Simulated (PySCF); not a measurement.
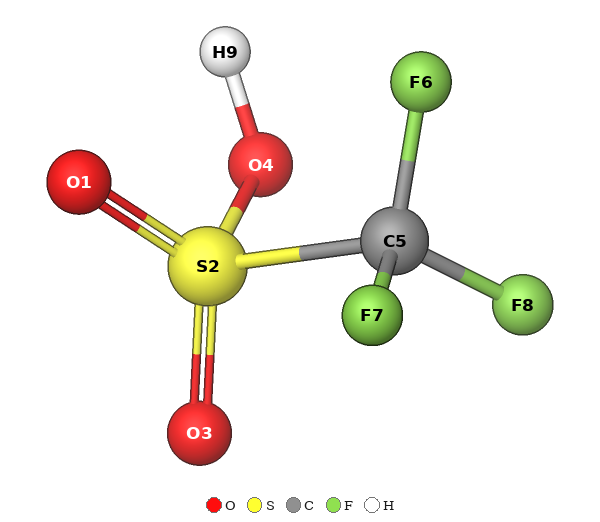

The geometry was computed by an optimisation with PBE0-D3(BJ)/def2-TZVP. No frequency run is at hand to confirm it as a minimum. Method: GIAO ωB97X-D/pcSseg-2 NMR shielding, non-relativistic, gas phase (PySCF 2.14.0), and the same with a continuum solvent (IEF-PCM, Bondi radii x 1.2, gas-phase geometry).

How do dipole (D), HOMO–LUMO gap (eV), σ(H9) (ppm), σ(O3) (ppm), σ(O1) (ppm) change in chloroform (ε = 4.7)?

```json
{"medium": "gas phase", "dipole (D)": "2.88", "HOMO–LUMO gap (eV)": "13.63", "σ(H9) (ppm)": "26.36", "σ(O3) (ppm)": "132.6", "σ(O1) (ppm)": "121.0"}
{"medium": "chloroform", "dipole (D)": "3.41", "HOMO–LUMO gap (eV)": "14.22", "σ(H9) (ppm)": "25.38", "σ(O3) (ppm)": "139.4", "σ(O1) (ppm)": "126.7"}
```
